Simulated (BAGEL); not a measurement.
# HF/def2-SVP (density fitting with qzvpp-jkfit) run of C3H4FN (SMILES FCC1=NC1)

Aim: the vertical ionisation energy of C3H4FN at HF/def2-SVP (density fitting with qzvpp-jkfit), from 2 runs. 

Program for the calculation: BAGEL 1.2.2.

## 1. Starting point

The species is C3H4FN (9 atoms), meant as a singlet with charge 0. As SMILES, `FCC1=NC1`. The shape is that of a GFN2-xTB optimisation. This is one conformer, not always the lowest.

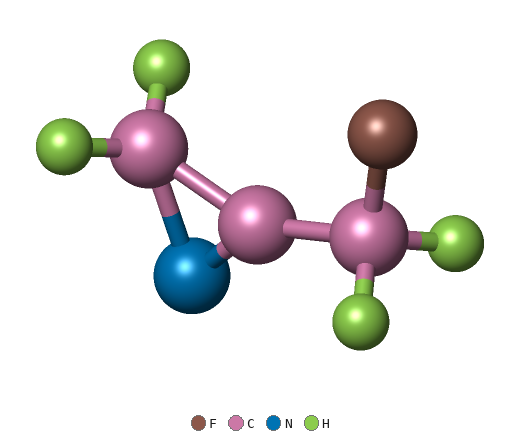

Viewed from a chosen angle; fluorine brown, carbon pink, nitrogen blue, hydrogen green.

## 2. A single-point energy at HF/def2-SVP (density fitting with qzvpp-jkfit)

Input file hf.json:

```json
{ "bagel" : [

{
  "title" : "molecule",
  "basis" : "svp",
  "df_basis" : "qzvpp-jkfit",
  "angstrom" : "true",
  "geometry" : [
    { "atom" : "F", "xyz" : [   -0.963540,    1.474060,    0.993130 ] },
    { "atom" : "C", "xyz" : [    0.209450,    0.765350,    1.040900 ] },
    { "atom" : "C", "xyz" : [    0.289370,   -0.217830,   -0.033970 ] },
    { "atom" : "N", "xyz" : [    0.980520,   -1.124020,   -0.560580 ] },
    { "atom" : "C", "xyz" : [   -0.340730,   -0.817050,   -1.199140 ] },
    { "atom" : "H", "xyz" : [    0.252880,    0.268850,    2.019390 ] },
    { "atom" : "H", "xyz" : [    1.031870,    1.488400,    0.959640 ] },
    { "atom" : "H", "xyz" : [   -1.134750,   -1.540460,   -1.071730 ] },
    { "atom" : "H", "xyz" : [   -0.325060,   -0.297290,   -2.147660 ] }
  ]
},
{
  "title" : "hf"
},
{
  "title" : "print",
  "file" : "orbitals.molden",
  "orbitals" : "true"
}

]}
```

Run with:

```sh
BAGEL_NUM_THREADS=1 BAGEL hf.json > hf.out
```

Log:

```text
* using 1 threads per process

  ===============================================================
  ===============================================================

  *** Geometry ***

  { "atom" : "F", "xyz" : [     -1.820827,      2.785570,      1.876744 ] },
  { "atom" : "C", "xyz" : [      0.395803,      1.446302,      1.967016 ] },
  { "atom" : "C", "xyz" : [      0.546830,     -0.411639,     -0.064194 ] },
  { "atom" : "N", "xyz" : [      1.852914,     -2.124090,     -1.059343 ] },
  { "atom" : "C", "xyz" : [     -0.643886,     -1.544001,     -2.266046 ] },
  { "atom" : "H", "xyz" : [      0.477874,      0.508053,      3.816094 ] },
  { "atom" : "H", "xyz" : [      1.949952,      2.812668,      1.813457 ] },
  { "atom" : "H", "xyz" : [     -2.144367,     -2.911048,     -2.025276 ] },
  { "atom" : "H", "xyz" : [     -0.614274,     -0.561797,     -4.058489 ] },

  Number of auxiliary basis functions:      451

  Since a DF basis is specified, we compute 2- and 3-index integrals:
    o Being stored without compression. Storage requirement is 0.029 GB

  Number of basis functions:       90
  Number of electrons      :       38

    * METHOD: MOLECULE                             0.30

  *** RHF ***

  === Nuclear Repulsion ===
   160.7469136772

      * DIIS with orbital gradients will be used.

  === RHF iteration (svp) ===
      0       -269.34115001          0.01537145           0.05
      1       -269.46029551          0.01059654           0.05
      2       -269.51402981          0.00180549           0.05
      3       -269.51655470          0.00080546           0.05
      4       -269.51694395          0.00019355           0.05
      5       -269.51700734          0.00011569           0.05
      6       -269.51702696          0.00005523           0.05
      7       -269.51703403          0.00001601           0.05
      8       -269.51703446          0.00000624           0.05
      9       -269.51703449          0.00000356           0.05
     10       -269.51703450          0.00000110           0.05
     11       -269.51703450          0.00000035           0.05
     12       -269.51703450          0.00000013           0.05
     13       -269.51703450          0.00000005           0.05
     14       -269.51703450          0.00000002           0.05
     15       -269.51703450          0.00000001           0.05
    * SCF iteration converged.

    * Permanent dipole moment:
           (    0.040069,    -0.334861,    -0.347214) a.u.

    * METHOD: HF                                   0.96

    * METHOD: PRINT                                0.01

  ===============================================================
```

Wall time 1.5 s (1 thread of Intel Xeon at 2.60GHz (Ice Lake), shared host); peak memory 0.11 GiB.

## 3. The doublet cation

Input file job.json:

```json
{ "bagel" : [

{
  "title" : "molecule",
  "basis" : "svp",
  "df_basis" : "qzvpp-jkfit",
  "angstrom" : "true",
  "geometry" : [
    { "atom" : "F", "xyz" : [      -0.963540,       1.474060,       0.993130 ] },
    { "atom" : "C", "xyz" : [       0.209450,       0.765350,       1.040900 ] },
    { "atom" : "C", "xyz" : [       0.289370,      -0.217830,      -0.033970 ] },
    { "atom" : "N", "xyz" : [       0.980520,      -1.124020,      -0.560580 ] },
    { "atom" : "C", "xyz" : [      -0.340730,      -0.817050,      -1.199140 ] },
    { "atom" : "H", "xyz" : [       0.252880,       0.268850,       2.019390 ] },
    { "atom" : "H", "xyz" : [       1.031870,       1.488400,       0.959640 ] },
    { "atom" : "H", "xyz" : [      -1.134750,      -1.540460,      -1.071730 ] },
    { "atom" : "H", "xyz" : [      -0.325060,      -0.297290,      -2.147660 ] }
  ]
},

{
  "title" : "uhf",
  "charge" : 1,
  "nopen" : 1
},

{
  "title" : "print",
  "file" : "orbitals.molden",
  "orbitals" : "true"
}

]}
```

Run with:

```sh
BAGEL_NUM_THREADS=1 BAGEL job.json > job.out
```

Log:

```text
* using 1 threads per process

  ===============================================================
  ===============================================================

  *** Geometry ***

  { "atom" : "F", "xyz" : [     -1.820827,      2.785570,      1.876744 ] },
  { "atom" : "C", "xyz" : [      0.395803,      1.446302,      1.967016 ] },
  { "atom" : "C", "xyz" : [      0.546830,     -0.411639,     -0.064194 ] },
  { "atom" : "N", "xyz" : [      1.852914,     -2.124090,     -1.059343 ] },
  { "atom" : "C", "xyz" : [     -0.643886,     -1.544001,     -2.266046 ] },
  { "atom" : "H", "xyz" : [      0.477874,      0.508053,      3.816094 ] },
  { "atom" : "H", "xyz" : [      1.949952,      2.812668,      1.813457 ] },
  { "atom" : "H", "xyz" : [     -2.144367,     -2.911048,     -2.025276 ] },
  { "atom" : "H", "xyz" : [     -0.614274,     -0.561797,     -4.058489 ] },

  Number of auxiliary basis functions:      451

  Since a DF basis is specified, we compute 2- and 3-index integrals:
    o Being stored without compression. Storage requirement is 0.029 GB

  Number of basis functions:       90
  Number of electrons      :       38

    * METHOD: MOLECULE                             0.21

  *** Open-shell HF ***

  === Nuclear Repulsion ===
   160.7469136772

      * DIIS with orbital gradients will be used.

  === UHF iteration (svp) ===
      0       -268.99823150          0.02999655           0.11
      1       -269.10877606          0.02040782           0.11
      2       -269.13538147          0.01529609           0.11
      3       -269.16692915          0.00213067           0.11
      4       -269.16865098          0.00114704           0.11
      5       -269.16986693          0.00072627           0.11
      6       -269.17116306          0.00031171           0.11
      7       -269.17152052          0.00016960           0.11
      8       -269.17174313          0.00009475           0.11
      9       -269.17193165          0.00006708           0.11
     10       -269.17209099          0.00006045           0.11
     11       -269.17220372          0.00005835           0.10
     12       -269.17233110          0.00005318           0.10
     13       -269.17263552          0.00004975           0.10
     14       -269.17266899          0.00003409           0.11
     15       -269.17271819          0.00001800           0.11
     16       -269.17272247          0.00000917           0.11
     17       -269.17272199          0.00000725           0.11
     18       -269.17272182          0.00000545           0.10
     19       -269.17272310          0.00000485           0.11
     20       -269.17272406          0.00000357           0.11
     21       -269.17272441          0.00000206           0.10
     22       -269.17272441          0.00000190           0.11
     23       -269.17272445          0.00000187           0.11
     24       -269.17272451          0.00000173           0.12
     25       -269.17272456          0.00000136           0.13
     26       -269.17272455          0.00000097           0.11
     27       -269.17272456          0.00000075           0.11
     28       -269.17272458          0.00000061           0.12
     29       -269.17272458          0.00000047           0.11
     30       -269.17272458          0.00000038           0.11
     31       -269.17272458          0.00000031           0.11
     32       -269.17272458          0.00000030           0.11
     33       -269.17272458          0.00000018           0.11
     34       -269.17272458          0.00000010           0.11
     35       -269.17272458          0.00000007           0.11
     36       -269.17272458          0.00000004           0.11
     37       -269.17272458          0.00000003           0.11
     38       -269.17272458          0.00000002           0.11
     39       -269.17272458          0.00000002           0.10
     40       -269.17272458          0.00000001           0.11
    * SCF iteration converged.

    * S^2 (UHF) is 0.8800

    * Permanent dipole moment:
           (   -0.565589,     0.957165,     0.696088) a.u.

    * METHOD: UHF                                  4.59

    * METHOD: PRINT                                0.02

  ===============================================================
```

Run time: 5.1 s. Hardware: 1 thread of Intel Xeon at 2.60GHz (Ice Lake), shared host; peak memory 0.12 GiB.

## 4. Results

At HF/def2-SVP (density fitting with qzvpp-jkfit):

| quantity | value |
| --- | --- |
| singlet C3H4FN: total energy | -269.51703 Eh |
| singlet C3H4FN: dipole moment | 1.23 D |
| singlet C3H4FN: HOMO energy | -11.18 eV |
| singlet C3H4FN: LUMO energy | 3.80 eV |
| singlet C3H4FN: HOMO–LUMO gap | 14.97 eV |
| doublet cation: total energy | -269.17272 Eh |
| doublet cation: ⟨S²⟩ | 0.880 |
| vertical ionisation energy (to the doublet cation) | 9.369 eV |

What this shows: Removing an electron at fixed nuclei costs 9.37 eV (216 kcal/mol). The negative HOMO energy of the first species, 11.18 eV, lies 1.81 eV above that difference. ⟨S²⟩ (doublet cation) is 0.88 where a pure doublet has 0.75: the reference is spin-contaminated.
